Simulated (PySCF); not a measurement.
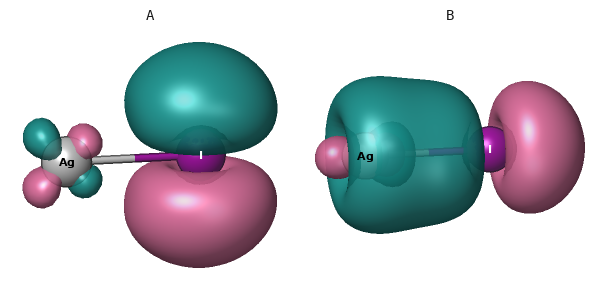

Figure 1: AgI. Two frontier orbitals, each drawn at the value that holds 80 % of its norm (teal and pink are the two phases), in no order; of a degenerate pair one member is drawn.

Core potentials replace the inner electrons of Ag and I.

Method: PBE0/def2-TZVPP, non-relativistic Hamiltonian with scalar-relativistic core potentials where named, at a bond length of 2.570 Å in PySCF 2.14.0.

Label each orbital by symmetry, say whether it is occupied, and order them by energy.

Answer. Orbital B: σ, occupied, −7.72 eV; shared between the atoms (Ag 40 %, I 60 %).
Orbital A: π, occupied, −6.80 eV; mainly on I (90 %).
